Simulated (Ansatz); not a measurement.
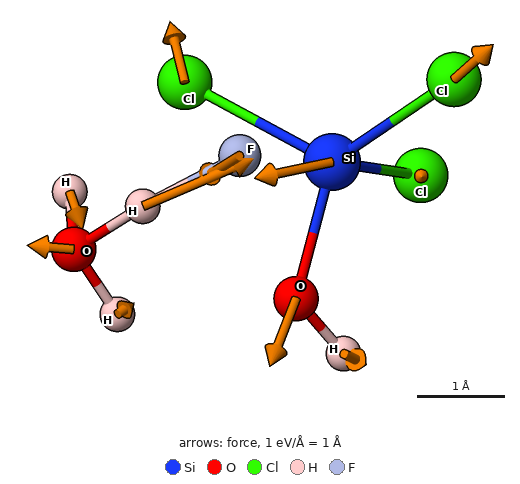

Starting geometry of SiH4O2Cl3F with the computed forces as orange arrows. Style: ball-and-stick. Shown at a tilt.

The reaction that was planned forms Si1–F7, H6–O9, O2–H8 and breaks Si1–O2, H6–F7, H8–O9 (atoms numbered from 1 in input order).

All numbers below come from Ansatz, RKS PBE0-D4/def2-SVP.

Input file:
```yaml
crystal:
  periodic: [false, false, false]
  atoms:
    - {symbol: Si, position_ang: [-0.719900, 0.871900, -0.390900]}
    - {symbol: O, position_ang: [0.417300, -0.035100, -1.173000]}
    - {symbol: Cl, position_ang: [-2.263700, 0.746300, -1.838100]}
    - {symbol: Cl, position_ang: [-0.673900, 2.871100, -0.173900]}
    - {symbol: Cl, position_ang: [-1.601300, -0.437800, 0.988500]}
    - {symbol: H, position_ang: [1.177800, -0.327700, 1.187700]}
    - {symbol: F, position_ang: [0.817900, 0.896500, 0.995600]}
    - {symbol: H, position_ang: [1.207100, -1.526000, 0.126900]}
    - {symbol: O, position_ang: [1.131300, -1.437700, 1.096500]}
    - {symbol: H, position_ang: [0.345300, -0.082200, -2.124400]}
    - {symbol: H, position_ang: [0.162100, -1.539200, 1.305000]}
basis:
  gaussian: {orbitals: def2-SVP}
hamiltonian: {xc: pbe0, dispersion: d4}
relax: {f_tol: 0.04, max_steps: 150, escape_saddle: false, constraints: [{distance: [0, 6]}, {distance: [5, 8]}, {distance: [1, 7]}, {distance: [0, 1]}, {distance: [5, 6]}, {distance: [7, 8]}]}
```

Run as
```bash
ansatz run in.yaml --threads 5 --pin off --events-out ev --progress --plain --max-ram 66560MiB --backend cpu
```

Q: What follows when this structure is relaxed?

A: It isn't relaxed: the largest force vector, on H6, is 1.41 eV/Å. The final displacements have little in common with the starting forces (cosine between the two patterns 0.28). The largest move after the best rigid fit is that of H10, 0.22 Å. By element the largest moves are H 0.22 Å, Cl 0.15 Å, O 0.06 Å, F 0.06 Å, Si 0.03 Å. Near-neighbour distances that change, for instance: Si1–Cl4 2.011 → 2.048 Å, Si1–Cl5 2.096 → 2.113 Å, O9–H11 0.997 → 0.983 Å, O2–H10 0.955 → 0.967 Å. Bond angles that change, for instance: Si1–O2–H10 116.5° → 109.5°, O2–Si1–Cl5 105.0° → 111.6°, Cl4–Si1–Cl5 124.0° → 118.5°. The energy falls by 0.141 eV in 5 geometry steps. Largest force component: 0.72 eV/Å at the start, 0.028 eV/Å at the end.
